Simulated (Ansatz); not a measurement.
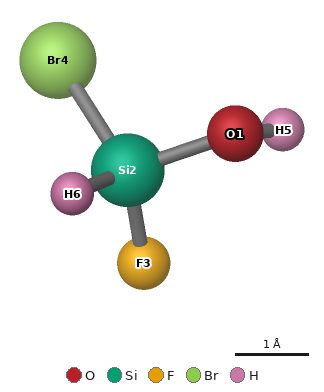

SiH$_{2}$OBrF (coarse preliminary run), before the relaxation. Style: ball-and-stick. Shown at a tilt.

Method: RKS PBE-D4/def2-SVP in Ansatz 0.2.0.

The input:
```yaml
crystal:
  periodic: [false, false, false]
  atoms:
    - {symbol: O, position_ang: [0.638400, 1.120100, -0.230000]}
    - {symbol: Si, position_ang: [0.057800, -0.330200, 0.241200]}
    - {symbol: F, position_ang: [0.243700, -1.318700, -1.008500]}
    - {symbol: Br, position_ang: [-2.020000, -0.164800, 0.676800]}
    - {symbol: H, position_ang: [0.302500, 1.406400, -1.149900]}
    - {symbol: H, position_ang: [0.819600, -0.776700, 1.424200]}
basis:
  gaussian: {orbitals: def2-SVP}
hamiltonian: {xc: pbe, dispersion: d4}
relax: {f_tol: 0.03, max_steps: 250}
```

> What does the optimiser find from here?

H5 moves most after the best rigid fit: 0.21 Å. Largest moves by element: H 0.21 Å, F 0.18 Å, O 0.13 Å, Br 0.08 Å, Si 0.05 Å. Among the contacts that change: Si2–Br4 2.129 → 2.229 Å, O1–H5 1.020 → 0.974 Å, Si2–F3 1.604 → 1.630 Å, O1–Si2 1.632 → 1.654 Å. Among the angles between lasting bonds that change: O1–Si2–F3 106.3° → 110.9°, Si2–O1–H5 113.1° → 117.0°, F3–Si2–H6 112.2° → 109.4°. Groups turn about O1–Si2 by about 20°. The optimiser took 8 steps. The run took about 27 core-seconds on a shared host.

Final geometry:

```xyz
6

O     0.7235    1.0990   -0.3191
Si    0.0888   -0.3373    0.2007
F     0.2317   -1.4857   -0.9479
Br   -2.0902   -0.1579    0.6352
H     0.2402    1.5670   -1.0233
H     0.8480   -0.7489    1.4081
```

After the run, drawn alike:

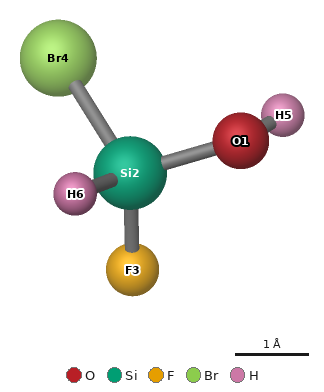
